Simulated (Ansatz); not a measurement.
## Nudged elastic band, with input and output: C2H7BS (part 1 of 2)

The run: nudged elastic band of C2H7BS. Method and program: UHF/def2-SVP (Ansatz 0.2.0).

It belongs to a series of runs on one base structure; here: band between the two ends.

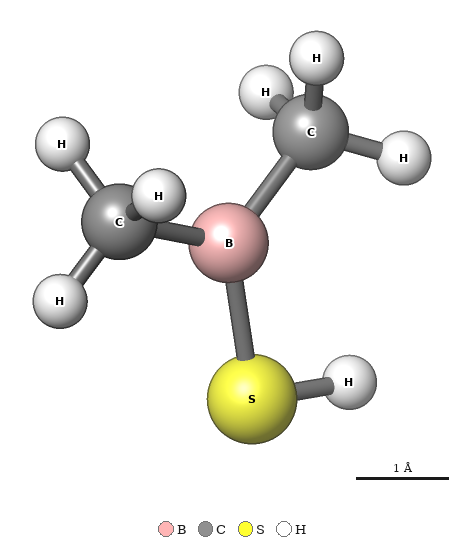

*The starting structure (ball-and-stick view, seen at a tilt).*

Bond lengths as drawn: B–C 1.58 Å, B–S 1.82 Å, C–H 1.09 to 1.10 Å and H–S 1.34 Å.

Input file
```yaml
crystal:
  periodic: [false, false, false]
  atoms:
    - { symbol: B, position_ang: [-0.243, -0.239253, -0.038233] }
    - { symbol: C, position_ang: [1.334438, -0.183362, 0.102526] }
    - { symbol: S, position_ang: [-1.12662, -1.800508, -0.325439] }
    - { symbol: H, position_ang: [-0.105898, -2.661125, -0.298186] }
    - { symbol: C, position_ang: [-1.119004, 1.078234, 0.032553] }
    - { symbol: H, position_ang: [1.780909, -1.09704, 0.499195] }
    - { symbol: H, position_ang: [1.75471, -0.027132, -0.899107] }
    - { symbol: H, position_ang: [1.660838, 0.660566, 0.715058] }
    - { symbol: H, position_ang: [-2.168601, 0.945406, -0.231641] }
    - { symbol: H, position_ang: [-0.692568, 1.853323, -0.611445] }
    - { symbol: H, position_ang: [-1.075104, 1.47099, 1.054717] }
magnetization:
  spin_polarized: true
basis:
  gaussian: { orbitals: def2-SVP }
hamiltonian:
  xc: hf
neb:
  order_check: false
  images: 9
  f_tol: 0.05
  max_iterations: 60
  final_atoms:
    - { symbol: B, position_ang: [-2.19885455, 0.0191201, -0.12880222] }
    - { symbol: C, position_ang: [2.74048111, -1.15833176, 0.09777023] }
    - { symbol: S, position_ang: [-2.05010583, -1.58027688, -0.20855419] }
    - { symbol: H, position_ang: [1.68653683, -1.42954243, 0.0379835] }
    - { symbol: C, position_ang: [-2.33880742, 1.55441193, -0.05211439] }
    - { symbol: H, position_ang: [3.34369988, -2.06138882, 0.19435927] }
    - { symbol: H, position_ang: [3.0315451, -0.62375774, -0.80658606] }
    - { symbol: H, position_ang: [2.90447445, -0.51903268, 0.96560186] }
    - { symbol: H, position_ang: [-3.36579726, 1.85500019, -0.26853401] }
    - { symbol: H, position_ang: [-1.67718255, 2.03287783, -0.77669413] }
    - { symbol: H, position_ang: [-2.07588975, 1.91101925, 0.94556815] }
  initial_path:
    images:
      - { positions_ang: [[-0.243, -0.239253, -0.038233], [1.334438, -0.183362, 0.102526], [-1.12662, -1.800508, -0.325439], [-0.105898, -2.661125, -0.298186], [-1.119004, 1.078234, 0.032553], [1.780909, -1.09704, 0.499195], [1.75471, -0.027132, -0.899107], [1.660838, 0.660566, 0.715058], [-2.168601, 0.945406, -0.231641], [-0.692568, 1.853323, -0.611445], [-1.075104, 1.47099, 1.054717]] }
      - { positions_ang: [[-0.29944069, -0.2831533, -0.06529066], [1.33180608, -0.22922441, 0.09297238], [-1.15084075, -1.8371368, -0.35380338], [-0.0261144, -2.39804788, -0.19756502], [-1.11623269, 1.06252558, 0.02875398], [1.82650593, -1.12247056, 0.46093652], [1.72059754, -0.03442018, -0.90730343], [1.6159844, 0.60370945, 0.72978826], [-2.1628887, 0.96883063, -0.24831211], [-0.66220228, 1.83302196, -0.59634633], [-1.07707443, 1.43646449, 1.05616779]] }
      - { positions_ang: [[-0.35588139, -0.3270536, -0.09234831], [1.32917416, -0.27508682, 0.08341875], [-1.17506151, -1.87376559, -0.38216776], [0.05366921, -2.13497075, -0.09694403], [-1.11346137, 1.04681717, 0.02495496], [1.87210285, -1.14790111, 0.42267804], [1.68648508, -0.04170837, -0.91549985], [1.5711308, 0.54685291, 0.74451852], [-2.1571764, 0.99225526, -0.26498323], [-0.63183657, 1.81272093, -0.58124765], [-1.07904485, 1.40193898, 1.05761857]] }
      - { positions_ang: [[-0.41232208, -0.37095391, -0.11940597], [1.32654224, -0.32094923, 0.07386513], [-1.19928226, -1.91039439, -0.41053214], [0.13345281, -1.87189363, 0.00367695], [-1.11069006, 1.03110875, 0.02115594], [1.91769978, -1.17333167, 0.38441956], [1.65237262, -0.04899655, -0.92369628], [1.52627719, 0.48999636, 0.75924878], [-2.1514641, 1.0156799, -0.28165434], [-0.60147085, 1.79241989, -0.56614898], [-1.08101528, 1.36741347, 1.05906936]] }
      - { positions_ang: [[-0.46876278, -0.41485421, -0.14646363], [1.32391031, -0.36681164, 0.0643115], [-1.22350302, -1.94702318, -0.43889652], [0.21323641, -1.6088165, 0.10429793], [-1.10791875, 1.01540034, 0.01735692], [1.96329671, -1.19876222, 0.34616108], [1.61826016, -0.05628473, -0.93189271], [1.48142359, 0.43313981, 0.77397904], [-2.1457518, 1.03910453, -0.29832545], [-0.57110513, 1.77211885, -0.55105031], [-1.0829857, 1.33288796, 1.06052014]] }
      - { positions_ang: [[-0.52520347, -0.45875451, -0.17352128], [1.32127839, -0.41267405, 0.05475788], [-1.24772377, -1.98365198, -0.4672609], [0.29302001, -1.34573938, 0.20491892], [-1.10514744, 0.99969192, 0.01355789], [2.00889363, -1.22419278, 0.3079026], [1.5841477, -0.06357291, -0.94008913], [1.43656999, 0.37628327, 0.7887093], [-2.1400395, 1.06252916, -0.31499656], [-0.54073942, 1.75181781, -0.53595163], [-1.08495613, 1.29836245, 1.06197093]] }
      - { positions_ang: [[-0.85993369, -0.36317959, -0.16457747], [1.60511894, -0.56180559, 0.06336035], [-1.40820019, -1.90297696, -0.41551956], [0.57172338, -1.36249999, 0.17153183], [-1.35187943, 1.11063592, 0.00042344], [2.27585488, -1.39163199, 0.28519393], [1.87362718, -0.17560988, -0.91338852], [1.73015088, 0.19722008, 0.82408781], [-2.38519105, 1.22102337, -0.30570405], [-0.76802805, 1.80802982, -0.58410013], [-1.28314285, 1.42089381, 1.03869037]] }
      - { positions_ang: [[-1.1946639, -0.26760467, -0.15563366], [1.88895948, -0.71093714, 0.07196282], [-1.5686766, -1.82230194, -0.36377822], [0.85042674, -1.3792606, 0.13814475], [-1.59861143, 1.22157992, -0.01271102], [2.54281613, -1.5590712, 0.26248527], [2.16310666, -0.28764684, -0.8866879], [2.02373177, 0.01815689, 0.85946632], [-2.63034261, 1.37951757, -0.29641154], [-0.99531667, 1.86424182, -0.63224863], [-1.48132957, 1.54342517, 1.01540982]] }
      - { positions_ang: [[-1.52939412, -0.17202974, -0.14668984], [2.17280002, -0.86006868, 0.08056529], [-1.72915301, -1.74162692, -0.31203687], [1.12913011, -1.39602121, 0.10475767], [-1.84534343, 1.33252393, -0.02584548], [2.80977738, -1.7265104, 0.2397766], [2.45258614, -0.39968381, -0.85998729], [2.31731266, -0.1609063, 0.89484484], [-2.87549416, 1.53801178, -0.28711903], [-1.2226053, 1.92045383, -0.68039713], [-1.6795163, 1.66595653, 0.99212926]] }
      - { positions_ang: [[-1.86412434, -0.07645482, -0.13774603], [2.45664057, -1.00920022, 0.08916776], [-1.88962942, -1.6609519, -0.26029553], [1.40783347, -1.41278182, 0.07137059], [-2.09207542, 1.44346793, -0.03897994], [3.07673863, -1.89394961, 0.21706793], [2.74206562, -0.51172077, -0.83328667], [2.61089356, -0.33996949, 0.93022335], [-3.12064571, 1.69650599, -0.27782652], [-1.44989393, 1.97666583, -0.72854563], [-1.87770302, 1.78848789, 0.96884871]] }
      - { positions_ang: [[-2.19885455, 0.0191201, -0.12880222], [2.74048111, -1.15833176, 0.09777023], [-2.05010583, -1.58027688, -0.20855419], [1.68653683, -1.42954243, 0.0379835], [-2.33880742, 1.55441193, -0.05211439], [3.34369988, -2.06138882, 0.19435927], [3.0315451, -0.62375774, -0.80658606], [2.90447445, -0.51903268, 0.96560186], [-3.36579726, 1.85500019, -0.26853401], [-1.67718255, 2.03287783, -0.77669413], [-2.07588975, 1.91101925, 0.94556815]] }
```

Launch command:
```bash
ansatz run input.yaml --threads 2 --pin off --max-ram 3072MiB --backend cpu --events-out ev --progress --plain --runs-dir out
```

The program's output
```
Engine: ansatz 0.2.0, aarch64-unknown-linux-gnu
Functional definition: HF
  exchange = exact_x
  correlation = 0
1051 factors; integrals over basis functions are off by at most 3.1e-4 eV
mean field evaluation 1: about -13653.9192 eV, gradient 2.1e1 eV
mean field evaluation 2: about -13654.0316 eV, gradient 2.1e1 eV
mean field evaluation 4: about -13656.7519 eV, gradient 2.0e0 eV
mean field evaluation 8: about -13656.7886 eV, gradient 1.1e-1 eV
mean field -13656.78876692 eV, -501.8777302804 hartree, gradient 1.8e-5 eV, S^2 0.000000; 0 other end points of the search recorded, 0 dependent functions left out
the calculation of the forces begins
reference -13656.78876692 eV, -501.8777302804 hartree; 20, 20 occupied and 75, 75 virtual orbitals, 1051 factors
1043 factors; integrals over basis functions are off by at most 1.2e-3 eV
mean field evaluation 16: about -13656.5139 eV, gradient 2.0e0 eV
mean field -13656.55034280 eV, -501.8689683555 hartree, gradient 1.8e-5 eV, S^2 0.000000; 0 other end points of the search recorded, 0 dependent functions left out
[... from here on the field's lines of each further geometry are left out, up to the last ...]
NEB iter   1: max|band force component| = 3.542e0 eV/Å  barrier→ = 3.2354 eV  barrier← = 2.9970 eV  Δτ_max = 0.2000 Å  (514 SCF iters)
NEB iter   2: max|band force component| = 3.054e0 eV/Å  barrier→ = 3.2631 eV  barrier← = 3.0246 eV  Δτ_max = 0.1008 Å  (392 SCF iters)
NEB iter   3: max|band force component| = 2.631e0 eV/Å  barrier→ = 3.1827 eV  barrier← = 2.9442 eV  Δτ_max = 0.1013 Å  (391 SCF iters)
NEB iter   4: max|band force component| = 2.623e0 eV/Å  barrier→ = 3.1402 eV  barrier← = 2.9018 eV  Δτ_max = 0.1015 Å  (394 SCF iters)
NEB iter   5: max|band force component| = 2.152e0 eV/Å  barrier→ = 3.0322 eV  barrier← = 2.7938 eV  Δτ_max = 0.2000 Å  (376 SCF iters)
NEB iter   6: max|band force component| = 4.927e0 eV/Å  barrier→ = 2.7971 eV  barrier← = 2.5586 eV  Δτ_max = 0.0999 Å  (374 SCF iters)
NEB iter   7: max|band force component| = 2.797e0 eV/Å  barrier→ = 2.8344 eV  barrier← = 2.5960 eV  Δτ_max = 0.1003 Å  (396 SCF iters)
NEB iter   8: max|band force component| = 1.263e0 eV/Å  barrier→ = 2.9158 eV  barrier← = 2.6773 eV  Δτ_max = 0.2000 Å  (380 SCF iters)
NEB iter   9: max|band force component| = 1.353e0 eV/Å  barrier→ = 3.2662 eV  barrier← = 3.0277 eV  Δτ_max = 0.1007 Å  (390 SCF iters)
NEB iter  10: max|band force component| = 1.417e0 eV/Å  barrier→ = 3.1646 eV  barrier← = 2.9262 eV  Δτ_max = 0.0995 Å  (353 SCF iters)
NEB iter  11: max|band force component| = 6.343e-1 eV/Å  barrier→ = 2.9856 eV  barrier← = 2.7472 eV  Δτ_max = 0.1665 Å  (380 SCF iters)
NEB iter  12: max|band force component| = 2.993e0 eV/Å  barrier→ = 2.8360 eV  barrier← = 2.5976 eV  Δτ_max = 0.0811 Å  (375 SCF iters)
NEB iter  13: max|band force component| = 1.268e0 eV/Å  barrier→ = 2.5363 eV  barrier← = 2.2979 eV  Δτ_max = 0.0634 Å  (375 SCF iters)
NEB iter  14: max|band force component| = 6.665e-1 eV/Å  barrier→ = 2.4744 eV  barrier← = 2.2360 eV  Δτ_max = 0.1115 Å  (375 SCF iters)
NEB iter  15: max|band force component| = 1.497e0 eV/Å  barrier→ = 2.4199 eV  barrier← = 2.1814 eV  CI = image 3  Δτ_max = 0.1674 Å  (362 SCF iters)
NEB iter  16: max|band force component| = 1.512e0 eV/Å  barrier→ = 2.8879 eV  barrier← = 2.6495 eV  CI = image 3  Δτ_max = 0.2000 Å  (379 SCF iters)
NEB iter  17: max|band force component| = 2.955e0 eV/Å  barrier→ = 3.5820 eV  barrier← = 3.3436 eV  CI = image 3  Δτ_max = 0.1005 Å  (373 SCF iters)
NEB iter  18: max|band force component| = 2.044e0 eV/Å  barrier→ = 3.3839 eV  barrier← = 3.1455 eV  CI = image 3  Δτ_max = 0.1242 Å  (388 SCF iters)
NEB iter  19: max|band force component| = 6.719e-1 eV/Å  barrier→ = 3.1574 eV  barrier← = 2.9189 eV  CI = image 3  Δτ_max = 0.1981 Å  (343 SCF iters)
NEB iter  20: max|band force component| = 3.058e-1 eV/Å  barrier→ = 3.1138 eV  barrier← = 2.8754 eV  CI = image 3  Δτ_max = 0.0795 Å  (380 SCF iters)
NEB iter  21: max|band force component| = 1.255e-1 eV/Å  barrier→ = 3.1036 eV  barrier← = 2.8652 eV  CI = image 3  Δτ_max = 0.0537 Å  (368 SCF iters)
NEB iter  22: max|band force component| = 1.172e-1 eV/Å  barrier→ = 3.1013 eV  barrier← = 2.8629 eV  CI = image 3  Δτ_max = 0.0500 Å  (351 SCF iters)
NEB iter  23: max|band force component| = 7.906e-2 eV/Å  barrier→ = 3.0997 eV  barrier← = 2.8613 eV  CI = image 3  Δτ_max = 0.0409 Å  (338 SCF iters)
NEB iter  24: max|band force component| = 5.434e-2 eV/Å  barrier→ = 3.0988 eV  barrier← = 2.8604 eV  CI = image 3  Δτ_max = 0.0308 Å  (363 SCF iters)
the calculation of the forces begins
reference -13656.54859787 eV, -501.8689042307 hartree; 20, 20 occupied and 75, 75 virtual orbitals, 1043 factors
1051 factors; integrals over basis functions are off by at most 1.1e-3 eV
mean field evaluation 1728: about -13653.6903 eV, gradient 2.9e-5 eV
mean field -13653.69031504 eV, -501.7638642740 hartree, gradient 2.3e-5 eV, S^2 0.000000; 1 other end points of the search recorded, 0 dependent functions left out
the calculation of the forces begins
reference -13653.69031504 eV, -501.7638642740 hartree; 20, 20 occupied and 75, 75 virtual orbitals, 1051 factors
NEB iter  25: max|band force component| = 3.320e-2 eV/Å  barrier→ = 3.0985 eV  barrier← = 2.8600 eV  CI = image 3  Δτ_max = 0.0000 Å  (722 SCF iters)
```
